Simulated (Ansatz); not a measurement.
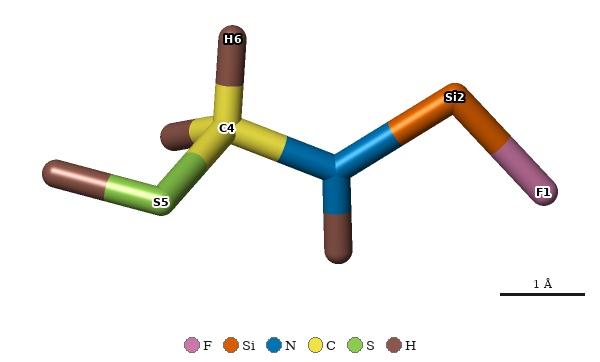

Figure 1. The input geometry (stick view, seen at a tilt; atoms are numbered from 1 in the order of the input). Bond lengths as drawn: C–H 1.09 Å, C–N 1.43 Å, C–S 1.83 Å, F–Si 1.62 Å, H–N 1.01 Å, H–S 1.34 Å and N–Si 1.71 Å.

# CH4FNSSi: single-point calculation

CH4FNSSi, computed with RKS LC-wPBE/def2-TZVPP (Ansatz 0.2.0).

The geometry comes from this level: PBE0-D4/def2-TZVP.

What the program printed
```
Functional definition: LC-wPBE
  name "LC-wPBE"
  cite "Vydrov & Scuseria, J. Chem. Phys. 125, 234109 (2006) doi:10.1063/1.2409292"
  cite "Heyd & Scuseria, J. Chem. Phys. 120, 7274 (2004) doi:10.1063/1.1668634"
  cite "Ernzerhof & Perdew, J. Chem. Phys. 109, 3313 (1998) doi:10.1063/1.476928"
  cite "Perdew, Burke & Ernzerhof, Phys. Rev. Lett. 77, 3865 (1996) doi:10.1103/PhysRevLett.77.3865"
  parent pbe
  parameter omega = 0.4/bohr
  exchange = pbe_x_sr(omega) + exact_x_lr(omega)
  correlation = pbe_c
1299 factors; their error is unknown
389 factors; integrals over basis functions are off by at most 2.5e-5 eV
mean field evaluation 1: about -24012.1541 eV, gradient 5.5e1 eV
mean field evaluation 2: about -24011.8982 eV, gradient 5.9e1 eV
mean field evaluation 4: about -24017.5955 eV, gradient 1.4e0 eV
mean field evaluation 8: about -24017.6004 eV, gradient 3.9e-2 eV
mean field evaluation 16: about -24017.5699 eV, gradient 1.0e-4 eV
mean field -24017.56991786 eV, -882.6294147877 hartree, gradient 3.3e-5 eV, S^2 0.000000; 0 other end points of the search recorded, 0 dependent functions left out
reference -24017.56991787 eV, -882.6294147880 hartree; 28, 28 occupied and 205, 205 virtual orbitals, 1299 factors
Total energy: -24017.56991787 eV, -882.6294147880 hartree
```

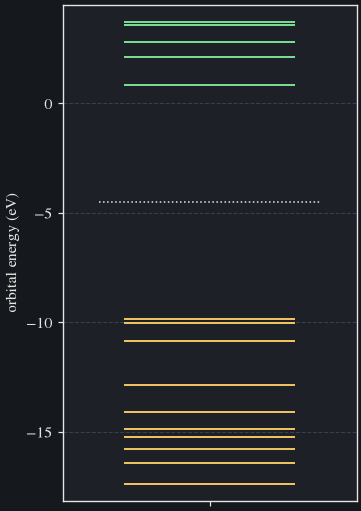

Figure 2. Orbital energies near the frontier; the dotted line parts filled from empty levels, and levels within 0.02 eV of each other stand side by side. Highest filled −9.86 eV, lowest empty 0.82 eV, 10.68 eV apart.

This output came from the following input.

Input file
```yaml
crystal:
  periodic: [false, false, false]
  atoms:
    - {symbol: F, position_ang: [1.817265, 0.094954, -2.678273]}
    - {symbol: Si, position_ang: [0.737734, 0.973842, -1.848587]}
    - {symbol: N, position_ang: [0.325312, -0.200117, -0.671675]}
    - {symbol: C, position_ang: [-0.604451, 0.028511, 0.391570]}
    - {symbol: S, position_ang: [0.286973, 0.069681, 1.990781]}
    - {symbol: H, position_ang: [-1.101053, 0.987986, 0.227043]}
    - {symbol: H, position_ang: [0.776148, -1.106622, -0.643768]}
    - {symbol: H, position_ang: [-1.365555, -0.752479, 0.442085]}
    - {symbol: H, position_ang: [-0.783873, -0.142058, 2.773725]}
basis:
  gaussian: {orbitals: def2-TZVPP}
hamiltonian: {xc: {name: LC-wPBE}}
output: {orbitals: {seedname: orbitals}}
```

Command:
```bash
ansatz run in.yaml --threads 4 --pin off --events-out ev --progress --plain --max-ram 10444MiB
```

Summary

| quantity | value |
| --- | --- |
| outcome | converged |
| total energy | −24017.5699 eV |
| SCF solution under orbital rotations | stable |
| HOMO | −9.86 eV |
| LUMO | 0.82 eV |
| hardware | 4 threads of Intel Xeon @ 2.80GHz, 23 GiB of memory available, shared host |
| wall time | 2 s (CPU time 6.7 s) |
| peak memory | 0.43 GiB |
